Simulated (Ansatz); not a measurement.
**H6NSi2 (charge -1): inversion of the pyramid at Si1**

How high is the barrier for the inversion of the pyramid at Si1? Relax the two ends, then run a nudged elastic band between them. SMILES of the start: [SiH2-]N[SiH3].

Program: Ansatz 0.2.0. Level of theory: RKS PBE-D4/def2-SVP. These are calculated values, not measurements.

### Step 1. Starting point

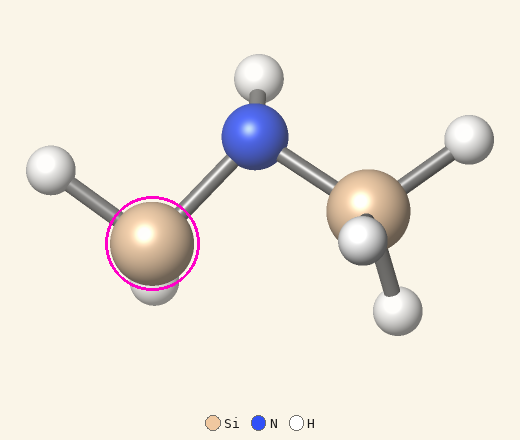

The starting structure, seen from a chosen angle (silicon light orange, nitrogen blue, hydrogen white). Ringed: Si1.

As a file:

```xyz
9

Si   -1.2824    0.7576   -0.4844
N     0.4802    0.6434   -0.1553
Si    0.5107   -0.7232    0.8371
H    -1.3961   -0.0701   -1.7583
H    -1.2813    2.1174   -1.1576
H     1.1782    0.7597   -0.8820
H     1.9414   -1.1325    1.0600
H    -0.1173   -1.9875    0.3904
H    -0.0334   -0.3648    2.1503
```

### Step 2. End point A

input.yaml

```yaml
crystal:
  periodic: [false, false, false]
  atoms:
    - { symbol: Si, position_ang: [-1.2824, 0.7576, -0.48445] }
    - { symbol: "N", position_ang: [0.48019, 0.64339, -0.15533] }
    - { symbol: Si, position_ang: [0.51066, -0.72321, 0.83707] }
    - { symbol: H, position_ang: [-1.39609, -0.07005, -1.75832] }
    - { symbol: H, position_ang: [-1.28127, 2.11745, -1.15764] }
    - { symbol: H, position_ang: [1.17818, 0.7597, -0.88201] }
    - { symbol: H, position_ang: [1.94143, -1.13251, 1.05997] }
    - { symbol: H, position_ang: [-0.11727, -1.98754, 0.39038] }
    - { symbol: H, position_ang: [-0.03342, -0.36484, 2.15032] }
total_charge: -1
basis:
  gaussian: { orbitals: def2-SVP }
hamiltonian:
  xc: pbe
  dispersion: d4
relax:
  f_tol: 0.015
  max_steps: 40
output:
  orbitals: {}
```

Started as:

```bash
$ ansatz run input.yaml --threads 1 --pin off --max-ram 2048MiB --backend cpu --events-out ev --progress --plain --runs-dir out
```

The log of the run, cut to the lines that bear on the results:

```text
Warning: RAYON_NUM_THREADS=1 ignored (pool sized by the plan → 1); use --threads N
[...]
Functional definition: PBE
[...]
912 factors; their error is unknown
[...]
mean field -17326.61416288 eV, -636.7413260848 hartree, gradient 7.5e-5 eV, S^2 0.000000; 0 other end points of the search recorded, 0 dependent functions left out
[...]
reference -17326.61420192 eV, -636.7413275195 hartree; 21, 21 occupied and 59, 59 virtual orbitals, 912 factors
relax step   1: F+E_penalty+E_count = -17326.85436271 eV  Δ(F+E_penalty+E_count) = +0.000e0 eV  max|allowed force component| = 1.265e0 eV/Å  Δτ_max = 0.0000 Å  (24 SCF iters, accepted)
[...]
relax step   3: F+E_penalty+E_count = -17327.14989214 eV  Δ(F+E_penalty+E_count) = -5.486e-2 eV  max|allowed force component| = 2.292e-1 eV/Å  Δτ_max = 0.1138 Å  (27 SCF iters, accepted)
[...]
relax step   5: F+E_penalty+E_count = -17327.18191435 eV  Δ(F+E_penalty+E_count) = -1.108e-2 eV  max|allowed force component| = 2.032e-1 eV/Å  Δτ_max = 0.0978 Å  (26 SCF iters, accepted)
[...]
relax step   7: F+E_penalty+E_count = -17327.19094259 eV  Δ(F+E_penalty+E_count) = -9.028e-3 eV  max|allowed force component| = 1.099e-1 eV/Å  Δτ_max = 0.0490 Å  (26 SCF iters, accepted)
[...]
relax step   9: F+E_penalty+E_count = -17327.19317077 eV  Δ(F+E_penalty+E_count) = -1.341e-3 eV  max|allowed force component| = 4.566e-2 eV/Å  Δτ_max = 0.0472 Å  (26 SCF iters, accepted)
[...]
relax step  10: F+E_penalty+E_count = -17327.19339520 eV  Δ(F+E_penalty+E_count) = -2.244e-4 eV  max|allowed force component| = 1.770e-2 eV/Å  Δτ_max = 0.0245 Å  (27 SCF iters, accepted)
[...]
relax step  11: F+E_penalty+E_count = -17327.19346198 eV  Δ(F+E_penalty+E_count) = -6.678e-5 eV  max|allowed force component| = 8.693e-3 eV/Å  Δτ_max = 0.0052 Å  (22 SCF iters, accepted)
912 factors; their error is unknown
[...]
mean field -17326.95868172 eV, -636.7539869187 hartree, gradient 1.0e-5 eV, S^2 0.000000; 1 other end points of the search recorded, 0 dependent functions left out
[...]
reference -17326.95872262 eV, -636.7539884217 hartree; 21, 21 occupied and 59, 59 virtual orbitals, 912 factors
Total energy: -17327.19350288 eV, -636.7626164372 hartree
Atom 0 at    -1.478647     0.798004    -0.697087 Å, force     0.001747    -0.000628    -0.000626 eV/Å
Atom 1 at     0.290208     0.360556    -0.274034 Å, force     0.008693     0.001828    -0.006693 eV/Å
Atom 2 at     0.587596    -0.797441     0.952826 Å, force    -0.001582     0.000494     0.000314 eV/Å
Atom 3 at    -1.473927     0.378770    -2.214020 Å, force    -0.001077     0.000897     0.000242 eV/Å
Atom 4 at    -1.250155     2.310026    -1.059927 Å, force    -0.000850    -0.001191     0.001014 eV/Å
Atom 5 at     1.073221     0.560636    -0.907392 Å, force    -0.007027    -0.001577     0.007483 eV/Å
Atom 6 at     2.099733    -0.960800     1.126487 Å, force    -0.000757    -0.000972    -0.000598 eV/Å
Atom 7 at     0.095767    -2.230460     0.750617 Å, force     0.000894    -0.000487     0.000586 eV/Å
Atom 8 at     0.056215    -0.419300     2.322521 Å, force    -0.000040     0.001636    -0.001722 eV/Å
Dipole moment:     0.843471    -0.320446     0.239142 e Å
```

It took 20 s on 1 thread of Arm Neoverse V2, shared host; peak memory 0.11 GiB.

The steps of the relaxation:

```
step  energy from step 1 (eV)  largest force component (eV/Å)
   1                   0.0000                          1.2649
   2                  -0.2407                          0.7835
   3                  -0.2955                          0.2292
   4                  -0.3165                          0.4133
   5                  -0.3276                          0.2032
  6x                  -0.3247                          0.2838
   7                  -0.3366                          0.1099
   8                  -0.3375                          0.0873
   9                  -0.3388                          0.0457
  10                  -0.3390                          0.0177
  11                  -0.3391                          0.0087
```

Step 1 is the start. 1 step was tried and not accepted (6; marked x where the table lists them).

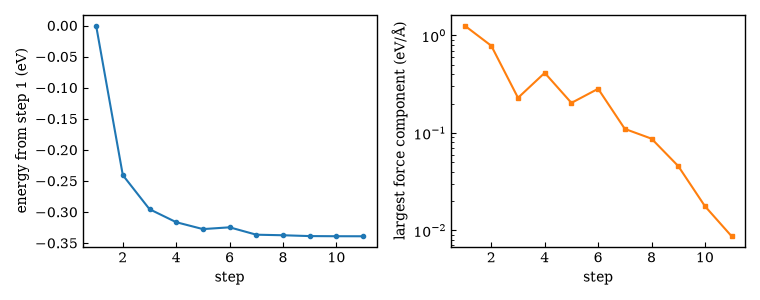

How energy and force went from step to step.

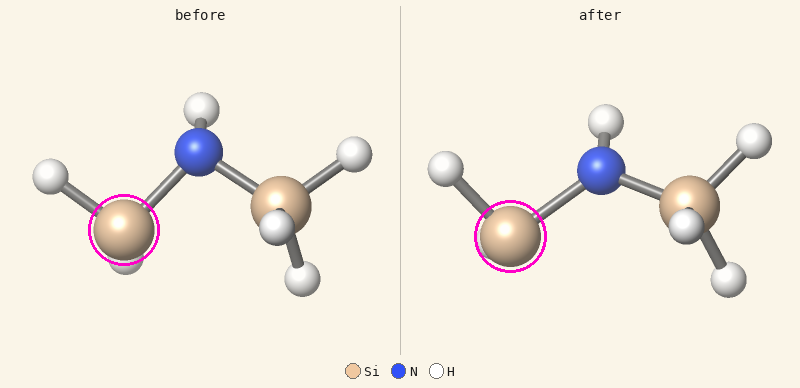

Before and after, at one scale.

After: Bond lengths: Si1–N2 1.871 Å, N2–Si3 1.713 Å, Si1–H4 1.574 Å, Si1–H5 1.572 Å, N2–H6 1.027 Å, Si3–H7 1.531 Å, Si3–H8 1.529 Å, Si3–H9 1.517 Å. Angles: Si1–N2–Si3 119.0°, Si1–N2–H6 122.4°, Si3–N2–H6 116.2°, N2–Si1–H4 98.8°, N2–Si1–H5 98.0°, H4–Si1–H5 91.9°, N2–Si3–H7 109.0°, N2–Si3–H8 118.9°, N2–Si3–H9 114.7°, H7–Si3–H8 103.5°, H7–Si3–H9 105.7°, H8–Si3–H9 103.9°.

### Step 3. Relaxing end B

The second end starts from a geometry with the move made by hand.

input.yaml, as its differences from that of step 2:

```diff
@@ -6,4 +6,4 @@
     - { symbol: Si, position_ang: [0.51066, -0.72321, 0.83707] }
-    - { symbol: H, position_ang: [-1.39609, -0.07005, -1.75832] }
-    - { symbol: H, position_ang: [-1.28127, 2.11745, -1.15764] }
+    - { symbol: H, position_ang: [-1.77261, -0.56733, 0.08557] }
+    - { symbol: H, position_ang: [-1.66245, 1.61401, 0.70907] }
     - { symbol: H, position_ang: [1.17818, 0.7597, -0.88201] }
@@ -21,3 +21 @@
   max_steps: 40
-output:
-  orbitals: {}
```

Started as:

```bash
$ ansatz run input.yaml --threads 1 --pin off --max-ram 2048MiB --backend cpu --events-out ev --progress --plain --runs-dir out
```

The log of the run, cut to the lines that bear on the results:

```text
Warning: RAYON_NUM_THREADS=1 ignored (pool sized by the plan → 1); use --threads N
[...]
Functional definition: PBE
[...]
912 factors; their error is unknown
[...]
mean field -17326.46080758 eV, -636.7356903816 hartree, gradient 4.0e-5 eV, S^2 0.000000; 0 other end points of the search recorded, 0 dependent functions left out
[...]
reference -17326.46084509 eV, -636.7356917602 hartree; 21, 21 occupied and 59, 59 virtual orbitals, 912 factors
relax step   1: F+E_penalty+E_count = -17326.71002766 eV  Δ(F+E_penalty+E_count) = +0.000e0 eV  max|allowed force component| = 2.163e0 eV/Å  Δτ_max = 0.0000 Å  (25 SCF iters, accepted)
[...]
relax step   4: F+E_penalty+E_count = -17327.20809035 eV  Δ(F+E_penalty+E_count) = -1.862e-2 eV  max|allowed force component| = 1.528e-1 eV/Å  Δτ_max = 0.1053 Å  (27 SCF iters, accepted)
[...]
Total energy: -17327.22738814 eV, -636.7638616974 hartree
Atom 0 at    -1.356992     1.099597    -0.600753 Å, force    -0.005934    -0.003351     0.000132 eV/Å
Atom 1 at     0.375012     0.497721    -0.166102 Å, force    -0.006585     0.006922     0.007099 eV/Å
Atom 2 at     0.659968    -0.787820     0.931901 Å, force     0.000837    -0.010916     0.006099 eV/Å
Atom 3 at    -2.113656    -0.272136    -0.408483 Å, force     0.000356     0.006808     0.000179 eV/Å
Atom 4 at    -1.755681     1.555929     0.847083 Å, force     0.002683    -0.005081    -0.003817 eV/Å
Atom 5 at     1.056702     0.614654    -0.918510 Å, force     0.007065     0.000022    -0.005515 eV/Å
Atom 6 at     2.159377    -1.082865     1.087430 Å, force    -0.002050     0.000796    -0.000409 eV/Å
Atom 7 at     0.059593    -2.156456     0.612423 Å, force     0.001047     0.002641     0.000367 eV/Å
Atom 8 at     0.157988    -0.469353     2.325603 Å, force     0.002580     0.002159    -0.004136 eV/Å
Dipole moment:     0.806752    -0.429596     0.197696 e Å
```

Run time: 24 s. Hardware: 1 thread of Arm Neoverse V2, shared host; peak memory 0.11 GiB.

The steps of the relaxation:

```
step  energy from step 1 (eV)  largest force component (eV/Å)
   1                   0.0000                          2.1633
   2                  -0.4075                          0.4933
   3                  -0.4794                          0.2400
   4                  -0.4981                          0.1528
  5x                  -0.4975                          0.4226
   6                  -0.5097                          0.0361
   7                  -0.5135                          0.0705
   8                  -0.5153                          0.0939
   9                  -0.5159                          0.0650
  10                  -0.5171                          0.0193
 11x                  -0.5170                          0.0440
  12                  -0.5172                          0.0128
  13                  -0.5173                          0.0109
```

Step 1 is the start. 2 steps were tried and not accepted (5, 11; marked x where the table lists them).

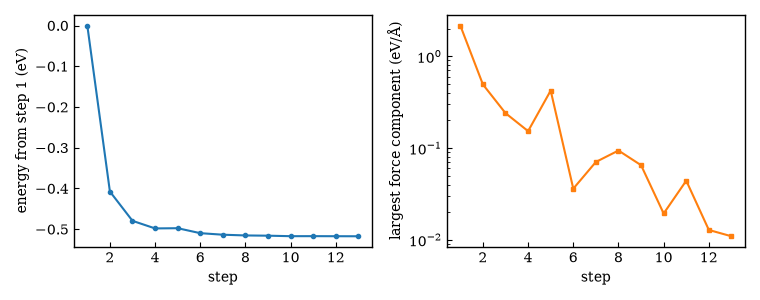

Energy and largest force along the relaxation.

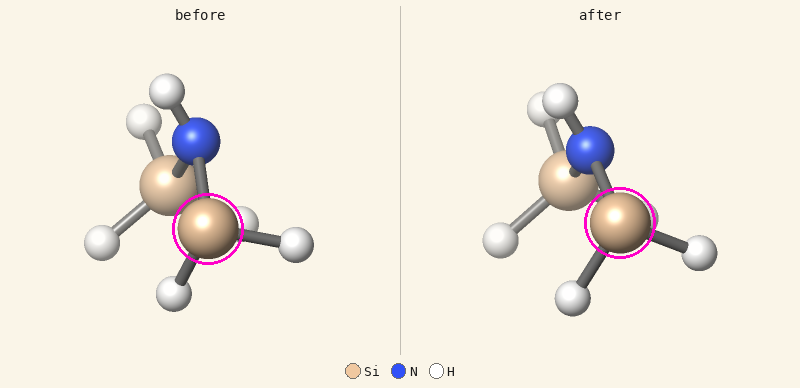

The structure before (left) and after (right), drawn at the same scale.

After: Bond lengths: Si1–N2 1.884 Å, N2–Si3 1.714 Å, Si1–H4 1.578 Å, Si1–H5 1.570 Å, N2–H6 1.022 Å, Si3–H7 1.536 Å, Si3–H8 1.528 Å, Si3–H9 1.515 Å. Angles: Si1–N2–Si3 122.7°, Si1–N2–H6 114.0°, Si3–N2–H6 116.5°, N2–Si1–H4 97.8°, N2–Si1–H5 96.5°, H4–Si1–H5 91.1°, N2–Si3–H7 111.8°, N2–Si3–H8 118.2°, N2–Si3–H9 112.1°, H7–Si3–H8 103.5°, H7–Si3–H9 105.7°, H8–Si3–H9 104.5°.

### Step 4. Nudged elastic band

crystal.atoms is end A as relaxed above, and neb.final_atoms is end B, turned to lie on A. With 7 inner images the band has 9 in all.

input.yaml

```yaml
crystal:
  periodic: [false, false, false]
  atoms:
    - { symbol: Si, position_ang: [-1.478647, 0.798004, -0.697087] }
    - { symbol: "N", position_ang: [0.290208, 0.360556, -0.274034] }
    - { symbol: Si, position_ang: [0.587596, -0.797441, 0.952826] }
    - { symbol: H, position_ang: [-1.473927, 0.37877, -2.21402] }
    - { symbol: H, position_ang: [-1.250155, 2.310026, -1.059927] }
    - { symbol: H, position_ang: [1.073221, 0.560636, -0.907392] }
    - { symbol: H, position_ang: [2.099733, -0.9608, 1.126487] }
    - { symbol: H, position_ang: [0.095767, -2.23046, 0.750617] }
    - { symbol: H, position_ang: [0.056215, -0.4193, 2.322521] }
total_charge: -1
basis:
  gaussian: { orbitals: def2-SVP }
hamiltonian:
  xc: pbe
  dispersion: d4
neb:
  order_check: false
  images: 7
  f_tol: 0.05
  max_iterations: 60
  initial_path: idpp
  final_atoms:
    - { symbol: Si, position_ang: [-0.85322725, 1.15083503, -1.435226] }
    - { symbol: "N", position_ang: [0.64599742, 0.50492669, -0.49387492] }
    - { symbol: Si, position_ang: [0.52046267, -0.65078797, 0.76628016] }
    - { symbol: H, position_ang: [-1.75388357, -0.13948445, -1.31253373] }
    - { symbol: H, position_ang: [-1.57037769, 1.80431015, -0.20149735] }
    - { symbol: H, position_ang: [1.50683013, 0.48788198, -1.04448267] }
    - { symbol: H, position_ang: [1.89577589, -1.01315728, 1.34651305] }
    - { symbol: H, position_ang: [-0.09716835, -2.01014214, 0.44013755] }
    - { symbol: H, position_ang: [-0.29439825, -0.13439101, 1.9346749] }
```

Started as:

```bash
$ ansatz run input.yaml --threads 1 --pin off --max-ram 2048MiB --backend cpu --events-out ev --progress --plain --runs-dir out
```

The log of the run, cut to the lines that bear on the results:

```text
Warning: RAYON_NUM_THREADS=1 ignored (pool sized by the plan → 1); use --threads N
[...]
Functional definition: PBE
[...]
912 factors; their error is unknown
[...]
mean field -17326.95867033 eV, -636.7539865003 hartree, gradient 5.5e-5 eV, S^2 0.000000; 0 other end points of the search recorded, 0 dependent functions left out
[...]
reference -17326.95871151 eV, -636.7539880135 hartree; 21, 21 occupied and 59, 59 virtual orbitals, 912 factors
912 factors; their error is unknown
[...]
mean field -17326.98403832 eV, -636.7549187567 hartree, gradient 4.5e-5 eV, S^2 0.000000; 0 other end points of the search recorded, 0 dependent functions left out
[...]
reference -17326.98407835 eV, -636.7549202276 hartree; 21, 21 occupied and 59, 59 virtual orbitals, 912 factors
NEB end point (image 0): max|allowed force component| = 8.655e-3 eV/Å (the criterion of neb.relax_end_points is 1.000e-2)
[...]
Atom 0 at    -0.952862     0.890524    -1.031132 Å, force     0.006617    -0.000856     0.003418 eV/Å
Atom 1 at     0.674958     0.391340    -0.476039 Å, force    -0.021930    -0.000482    -0.015570 eV/Å
Atom 2 at     0.454203    -0.695270     0.836893 Å, force     0.000661     0.001262    -0.002146 eV/Å
Atom 3 at    -1.717545     0.002947    -1.964660 Å, force     0.001034     0.000656     0.000375 eV/Å
Atom 4 at    -1.597710     2.090787    -0.409634 Å, force    -0.000430    -0.002069     0.001749 eV/Å
Atom 5 at     1.572735     0.624617    -0.919445 Å, force     0.010915    -0.001268     0.007981 eV/Å
Atom 6 at     1.899023    -1.145584     1.267900 Å, force     0.001584    -0.000874     0.001067 eV/Å
Atom 7 at    -0.222779    -2.028985     0.569516 Å, force     0.000976     0.002534    -0.000056 eV/Å
Atom 8 at    -0.110013    -0.130386     2.126592 Å, force     0.000573     0.001098     0.003182 eV/Å
Dipole moment:     0.441509    -0.143872     0.136431 e Å
this run last wrote the band of iteration 12 to <dir>; this run last wrote the band within `neb.f_tol` of iteration 8 to <dir>
```

Wall time 2.4 min (1 thread of Arm Neoverse V2, shared host); peak memory 0.11 GiB.

### Step 5. What the band shows

Images 0 and 8 are the ends. Energies count from image 0; the path length is the program's own measure over all atoms.

```
image  path (Å)  energy (eV)  sum of angles at Si1 (°)  band force (eV/Å)
    0     0.000       0.0000                     288.7                  -
    1     0.443       0.0277                     296.4              0.013
    2     0.887       0.1669                     310.6              0.033
    3     1.330       0.5948                     340.3              0.028
   4*     1.773       1.3766                     359.5              0.022
    5     2.107       0.7756                     338.9              0.037
    6     2.440       0.0409                     301.3              0.034
    7     2.774      -0.0304                     286.3              0.031
    8     3.108      -0.0339                     285.3                  -
```

The star marks the climbing image.

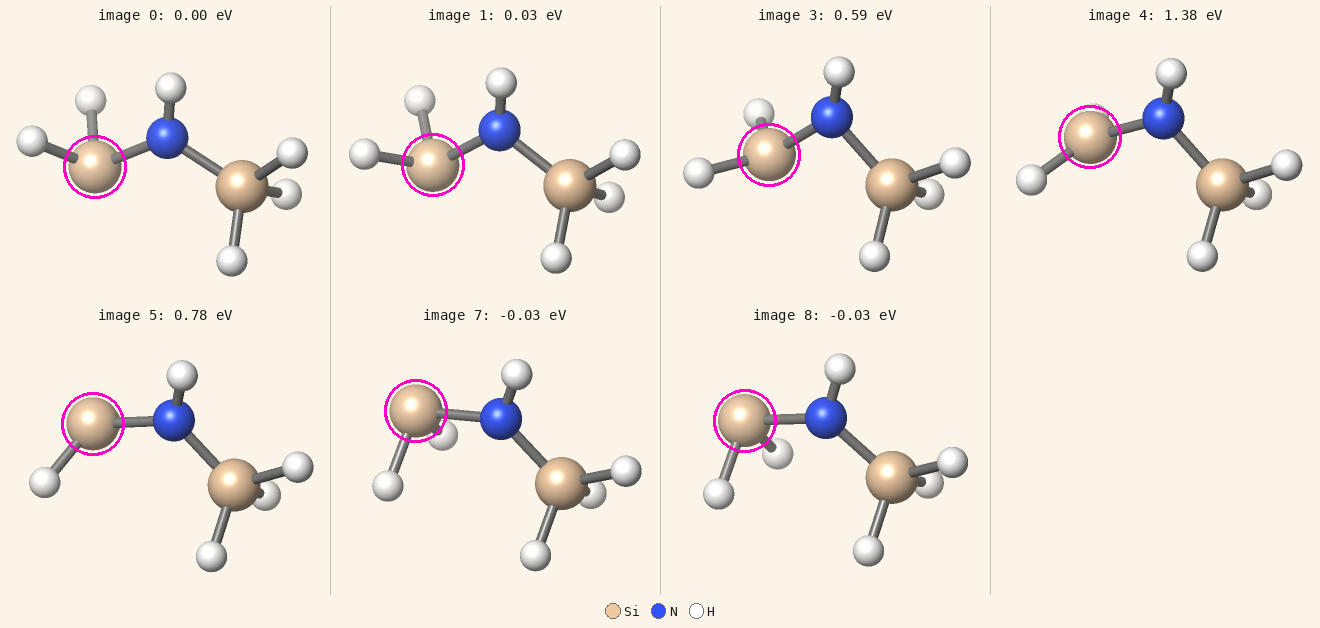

Snapshots along the band, viewed from a chosen angle. Ringed: Si1. Sticks join atoms closer than a bonding distance in each image.

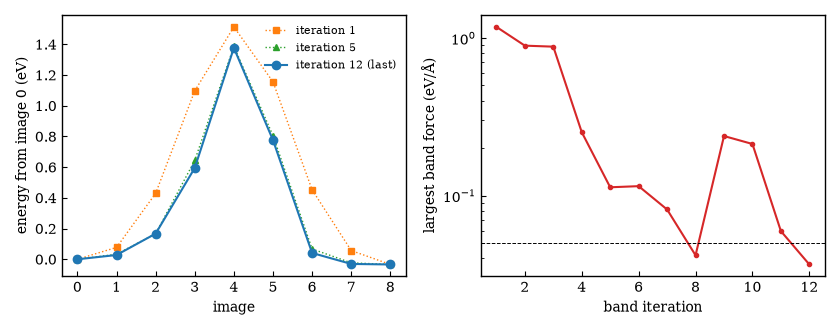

Left: energy of each image for early iterations and the last one (lines only join the points; early values far above the last band run off the scale). Right: the largest band force by iteration, with the threshold dashed.

How the highest energy settled:

```
iteration  highest image above image 0 (eV)  largest band force (eV/Å)
        1                            1.5134                      1.178
        2                            1.4364                      0.895
        3                            1.3328                      0.882
        4                            1.3954                      0.253
        5                            1.3866                      0.113
        6                            1.3807                      0.115
        7                            1.3787                      0.082
        8                            1.3779                      0.042
        9                            1.3776                      0.239
       10                            1.3770                      0.213
       11                            1.3768                      0.059
       12                            1.3766                      0.037
```

The band as a trajectory file:

```xyz
9
image=0 dE=0.0000
Si   -1.479    0.798   -0.697
N     0.290    0.361   -0.274
Si    0.588   -0.797    0.953
H    -1.474    0.379   -2.214
H    -1.250    2.310   -1.060
H     1.073    0.561   -0.907
H     2.100   -0.961    1.126
H     0.096   -2.230    0.751
H     0.056   -0.419    2.323
9
image=1 dE=0.0277
Si   -1.397    0.669   -0.686
N     0.402    0.340   -0.380
Si    0.569   -0.767    0.920
H    -1.498    0.381   -2.223
H    -1.397    2.226   -0.864
H     1.223    0.638   -0.921
H     2.065   -1.044    1.140
H    -0.037   -2.152    0.741
H     0.070   -0.291    2.273
9
image=2 dE=0.1669
Si   -1.265    0.625   -0.649
N     0.548    0.383   -0.452
Si    0.517   -0.725    0.874
H    -1.587    0.267   -2.134
H    -1.484    2.169   -0.720
H     1.401    0.663   -0.960
H     1.990   -1.089    1.190
H    -0.118   -2.089    0.649
H    -0.003   -0.205    2.201
9
image=3 dE=0.5948
Si   -1.099    0.684   -0.743
N     0.667    0.412   -0.506
Si    0.446   -0.688    0.831
H    -1.674    0.112   -2.049
H    -1.559    2.135   -0.541
H     1.562    0.655   -0.959
H     1.915   -1.113    1.227
H    -0.186   -2.050    0.588
H    -0.070   -0.146    2.153
9
image=4 dE=1.3766
Si   -0.953    0.891   -1.031
N     0.675    0.391   -0.476
Si    0.454   -0.695    0.837
H    -1.718    0.003   -1.965
H    -1.598    2.091   -0.410
H     1.573    0.625   -0.919
H     1.899   -1.146    1.268
H    -0.223   -2.029    0.570
H    -0.110   -0.130    2.127
9
image=5 dE=0.7756
Si   -0.841    1.057   -1.261
N     0.646    0.373   -0.449
Si    0.479   -0.713    0.856
H    -1.723   -0.022   -1.888
H    -1.605    2.027   -0.361
H     1.548    0.599   -0.884
H     1.884   -1.171    1.301
H    -0.250   -2.018    0.569
H    -0.139   -0.132    2.117
9
image=6 dE=0.0409
Si   -0.743    1.206   -1.462
N     0.605    0.380   -0.455
Si    0.486   -0.715    0.855
H    -1.710   -0.002   -1.758
H    -1.599    1.900   -0.338
H     1.532    0.567   -0.843
H     1.870   -1.185    1.318
H    -0.274   -2.007    0.575
H    -0.167   -0.145    2.108
9
image=7 dE=-0.0304
Si   -0.728    1.222   -1.474
N     0.655    0.438   -0.472
Si    0.460   -0.678    0.811
H    -1.667   -0.040   -1.572
H    -1.552    1.785   -0.261
H     1.579    0.505   -0.900
H     1.816   -1.156    1.350
H    -0.294   -1.967    0.501
H    -0.269   -0.108    2.016
9
image=8 dE=-0.0339
Si   -0.925    1.164   -1.379
N     0.619    0.519   -0.512
Si    0.559   -0.657    0.733
H    -1.806   -0.138   -1.240
H    -1.595    1.790   -0.106
H     1.456    0.520   -1.099
H     1.961   -1.014    1.249
H    -0.058   -2.018    0.412
H    -0.211   -0.168    1.943
```

(Part 1 of 2 ends here.)
